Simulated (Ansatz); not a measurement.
Start from AgI in the wurtzite structure (space group P6_3mc, No. 186; a = 4.685 Å, c = 7.662 Å).

The change: a hydrostatic pressure of 0.3 GPa.

Computed with PBE (Ansatz, an electronic-structure program), no SOC.

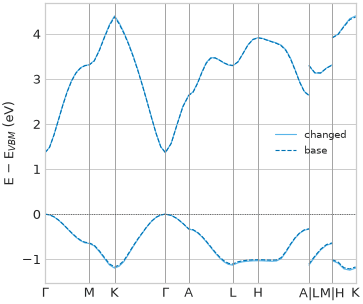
Figure. Highest valence and lowest conduction band along the path, each from its own valence-band maximum

Read the changed gap and its character from the plot.

About 1.4 eV, direct at Γ.

With I present, leaving out spin-orbit coupling can change the band edges. Load acts through the strain it causes; cell and atoms are relaxed under it. Whether these cells are dynamically stable was not tested.
